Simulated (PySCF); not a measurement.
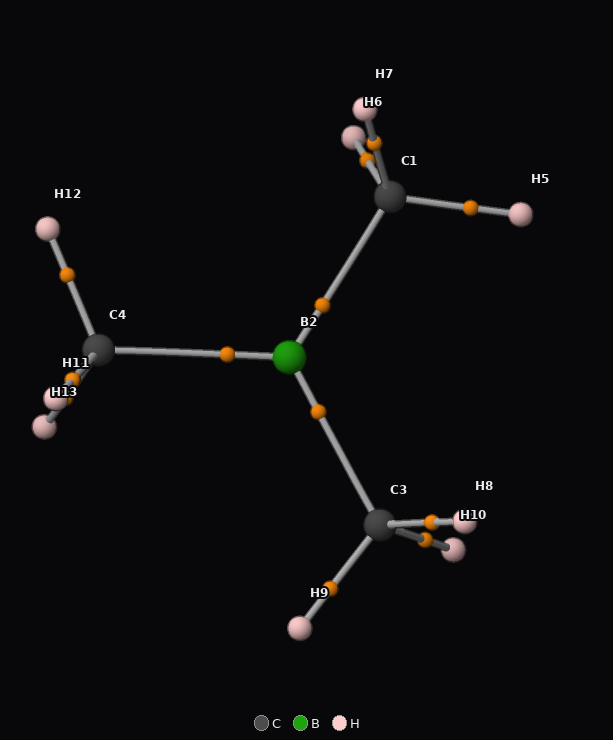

Figure 1: C3H9B, SMILES `CB(C)C`. Molecular graph of the electron density (QTAIM): bond paths, bond critical points (orange), ring points (yellow, if any); weak paths are dashed.

Method: B3LYP/def2-SVPD; geometry: GFN2-xTB; program: PySCF. No frequency check shows the geometry to be a minimum.

The calculation's input:

```python
import numpy as np
from pyscf import gto, scf, dft
from pyscf.scf import atom_ks, atom_hf
from scipy.linalg import block_diag

def solve(mol, dm0=None, hcore=None):
    mf = (dft.UKS if mol.spin else dft.RKS)(mol, xc='b3lyp')
    mf.grids.level = 3
    mf = mf.density_fit(auxbasis='def2-universal-jkfit')
    mf.conv_tol, mf.max_cycle = 1e-8, 80
    if hcore is not None:
        mf.get_hcore = lambda *args: hcore
    mf.kernel(dm0)
    if not mf.converged:
        mf = mf.newton().run(mf.mo_coeff, mf.mo_occ, max_cycle=30)
    assert mf.converged, 'SCF not converged'
    return mf

mol = gto.M(atom='''
C     -1.56132     0.22710    -0.00002
B      0.00036     0.00000    -0.00021
C      0.97724     1.23853    -0.00002
C      0.58389    -1.46564    -0.00002
H     -1.86332     1.27165     0.00058
H     -2.01731    -0.24884    -0.86777
H     -2.01731    -0.24884     0.86765
H      0.79305     1.87141     0.86765
H      2.03284     0.97780     0.00058
H      0.79305     1.87141    -0.86777
H      1.22406    -1.62257     0.86765
H     -0.16972    -2.24945     0.00058
H      1.22406    -1.62257    -0.86777
''', basis='def2-svpd', charge=0, spin=0, verbose=4)
mf = solve(mol)
mf.analyze()
# spherically averaged free atoms, for the promolecule
atm = atom_ks.get_atm_nrks(mol, xc='b3lyp')
pro = block_diag(*[(atm[a[0]][2] * atm[a[0]][3]) @ atm[a[0]][2].T for a in mol._atom])
np.savez('result.npz', e=mf.e_tot, c=mf.mo_coeff, occ=mf.mo_occ, eps=mf.mo_energy, pro=pro, dip=mf.dip_moment(verbose=0), s2=mf.spin_square()[0])
```

Launched as:

```sh
OMP_NUM_THREADS=1 python input.py
```

The run took 11 s on 1 thread of Intel(R) Xeon(R) Platinum 8488C (Sapphire Rapids), on a shared host, peak memory 0.57 GiB.

Partitions, critical points and surface values were worked out afterwards from this run's density.

Q: How many critical points of each kind are there, and does the count close?

A: 13 nuclei, 12 bond, 0 ring and 0 cage critical points: 13 − 12 + 0 − 0 = 1, as the Poincaré–Hopf relation requires.

Q: Give the properties at the bond critical points.

A:
```json
{"bond": "C1–H5 (3 alike)", "length (Å)": "1.087", "ρ (a.u.)": "0.274", "∇²ρ (a.u.)": "−0.98", "ε": "0.02", "H (a.u.)": "−0.294"}
{"bond": "C1–H7 (6 alike)", "length (Å)": "1.090", "ρ (a.u.)": "0.269", "∇²ρ (a.u.)": "−0.94", "ε": "0.03", "H (a.u.)": "−0.286"}
{"bond": "B2–C3 (3 alike)", "length (Å)": "1.577", "ρ (a.u.)": "0.182", "∇²ρ (a.u.)": "−0.18", "ε": "0.29", "H (a.u.)": "−0.198"}
```

Q: What kind of interaction is C1–H5?

A: Shared-shell (covalent): ρ = 0.274, ∇²ρ = −0.98, H = −0.294 a.u.
